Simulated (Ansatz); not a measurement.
# Sn, response to strain

Consider Sn (space group I4_1/amd, No. 141; a = 5.888 Å, c = 3.187 Å; relaxed with 0.1 eV smearing). Axes: x, y, z lie along a, b, c of the conventional cell.

Strains are applied to the cell and any free atomic positions relax; under biaxial strain the out-of-plane vector relaxes too.

Calculations: r2SCAN (Ansatz, a first-principles code, PAW, no SOC), earlier PAW set.

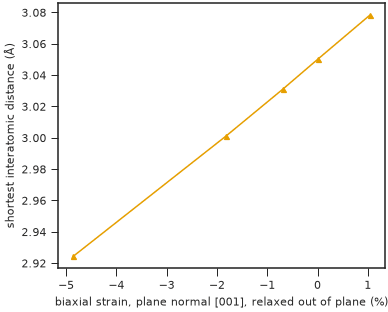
Figure: Shortest interatomic distance against biaxial strain, plane normal [001], relaxed out of plane

**Question.** From the plot, what is the shortest interatomic distance for biaxial strain +1.04 %, plane normal [001], relaxed out of plane?

**Answer.** About 3.08 Å.

**Question.** Is the trend monotonic over the range shown?

**Answer.** Yes, it rises throughout, spanning 2.924 Å to 3.078 Å.

A biaxial case was relaxed in a doubled cell and then solved in the primitive one. Whether these cells are dynamically stable was not tested.
